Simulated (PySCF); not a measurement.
**C$_{4}$H$_{11}$NOSi (SMILES C=C(OC)N(C)[SiH3]): density, localisation and related maps**

Input

```
{"job": {"kind": "nmr", "xc": "PBE0", "basis": "pcSseg-1", "pop": false}, "charge": 0, "multiplicity": 1}
C      1.051849     0.099903    -1.525143
C      0.391055    -0.032136    -0.383956
O      0.919075    -0.366570     0.834441
C      2.303788    -0.592992     0.913040
N     -0.997857     0.175045    -0.302918
C     -1.751054    -1.060227    -0.238333
Si    -1.548848     1.597203     0.509987
H      2.111412    -0.043739    -1.619624
H      0.511539     0.371167    -2.411300
H      2.511179    -0.835128     1.954200
H      2.867665     0.300062     0.625704
H      2.606443    -1.430172     0.275769
H     -2.813176    -0.827278    -0.251590
H     -1.528434    -1.633394     0.667538
H     -1.511189    -1.676580    -1.108137
H     -2.948636     1.711258     0.098802
H     -1.473562     1.579237     1.978103
H     -0.701249     2.664340    -0.016584
```

Launched as:

```sh
OMP_NUM_THREADS=1 python ens_run.py task.json out
```

Geometry: GFN2-xTB.

Computed with PySCF, PBE0/pcSseg-1, SCF density, gas phase, non-relativistic.

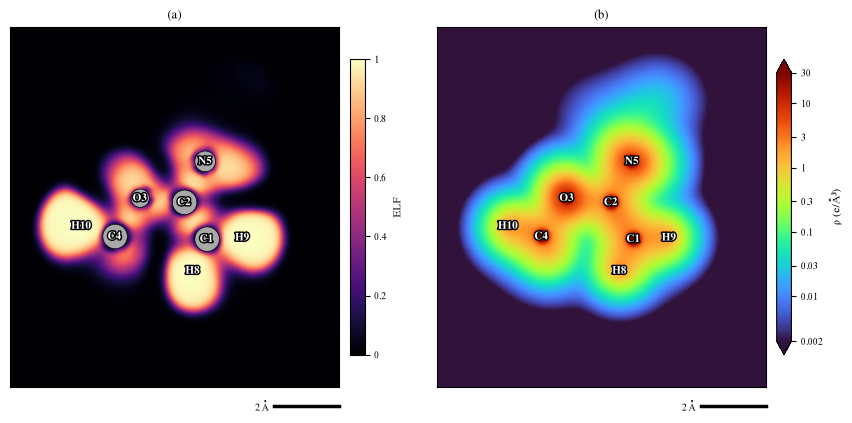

Figure 1. (a) electron localisation function; (b) total electron density on the plane of atoms H8, C1 and H9. Grey discs cover the atomic cores in the ELF map.

What do the fields say about this system?

The section cuts through C, O, N and H sites.
C–C (1.33 Å): the density is about 2.3 e/Å³ at the midpoint; the ELF peaks at about 0.95 between the atoms; a multiple bond.
C–O (1.37 Å): ρ is about 2.3 e/Å³ halfway, with its minimum of 1.9 e/Å³ about 0.5 Å from C; the ELF peaks at about 0.90 between the atoms, as expected for a polar covalent bond.
C–N (1.41 Å): ρ at the midpoint is about 2.1 e/Å³; the ELF peaks at about 0.95 between the atoms, as expected for a covalent bond.
C–H (1.07 Å): ρ is about 2 e/Å³ halfway; the ELF climbs to about 1 towards the hydrogen, as it does in any bond to H; a covalent bond by its length.
The ELF also peaks beside O3 and N5, away from the bonds: lone-pair regions.

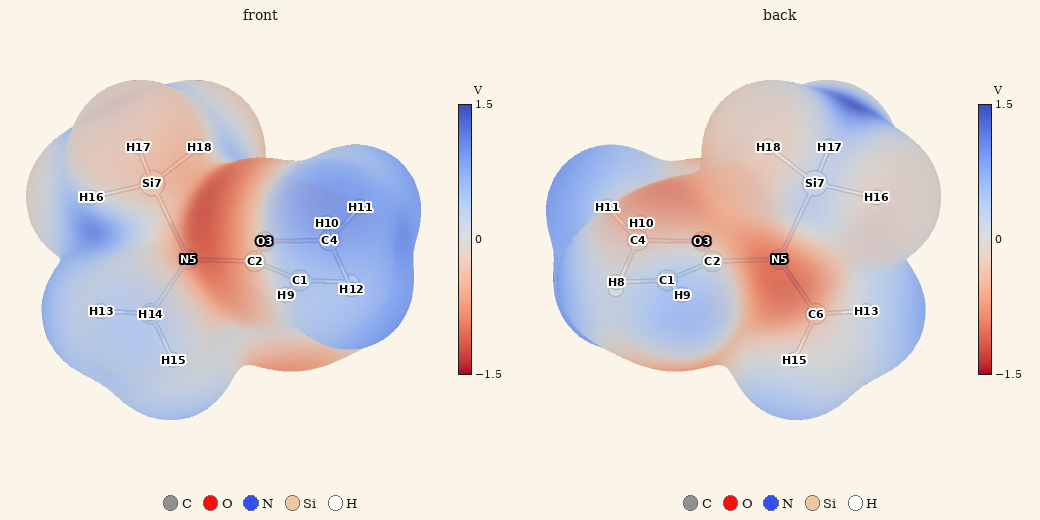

Figure 2. The molecular electrostatic potential painted on the density surface at 0.002 e/bohr³, seen from the front and from behind; the colour scale runs from red (negative) to blue (positive).

Describe the electrostatic potential map.

The most negative region (about −1.1 V) lies over O3, the most positive (about +1.1 V) over Si7. O3 is the likeliest acceptor of a hydrogen bond.

What dipole moment does the calculation give?

Its dipole moment is 1.36 D.
